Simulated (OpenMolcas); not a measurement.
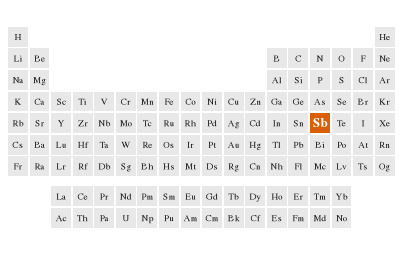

The place of antimony in the periodic table.

Multiconfigurational calculation for Sb⁺

System: Sb⁺.
Method: state-averaged CASSCF, active space 2 electrons in the shell 5p, basis ANO-RCC-VDZ, X2C scalar Hamiltonian, spin-orbit coupling by RASSI with atomic mean-field integrals (OpenMolcas).

### Input
```
&GATEWAY
Coord
1

Sb 0.0 0.0 0.0
Basis=ANO-RCC-VDZ
Group=XYZ
NoMove
AngMom=0.0 0.0 0.0
AMFI
RX2C
&SEWARD
&RASSCF
FileOrb=start.orb
Symmetry=1
Spin=3
nActEl=2 0 0
Inactive=9 15
Ras2=0 3
CIRoot=3 3 1
SDav=3
CIMx=300
Iter=90 100
PrWF=0.3
OrbListing=Nothing
MaxOrb=0
Atom
>>> COPY $Project.JobIph JOB001
```

The file start.orb holds starting orbitals from an earlier step.

Command:
```bash
OMP_NUM_THREADS=1 MOLCAS_MEM=2252 MOLCAS_PROJECT=a pymolcas a.inp > a.log  # once for each step of the input, in one work folder
```

### Log (extracts)
```
--- SEWARD ---
Basis set label: SB.ANO-RCC...6S5P2D.

      Electronic valence basis set:
      ------------------
      Associated Effective Charge  51.000000 au
      Associated Actual Charge     51.000000 au
      Nuclear Model: Point charge

      Shell  nPrim  nBasis  Cartesian Spherical Contaminant
         s      22       6        X
         p      19       5        X
         d      13       2                 X
RX2C
                  Relativistic X2C integrals
                  Atomic mean-field integrals
--- RASSCF ---

         Deleted:   0   0
 Basis functions:  16  15
  Have you used a too small basis set?
 ********************************************
--- Stop Module: rasscf at  /rc=_RC_INPUT_ERROR_ ---
.####################.
.# User input error #.
.####################.
```

### Outcome

```tsv
quantity	value
outcome	refused by the program
hardware	1 CPU thread, shared host
```

### Diagnosis

This input holds a deliberate fault: swapped irreps. The program refused the input; the driver noted: RASSCF spin 3: _RC_INPUT_ERROR_.
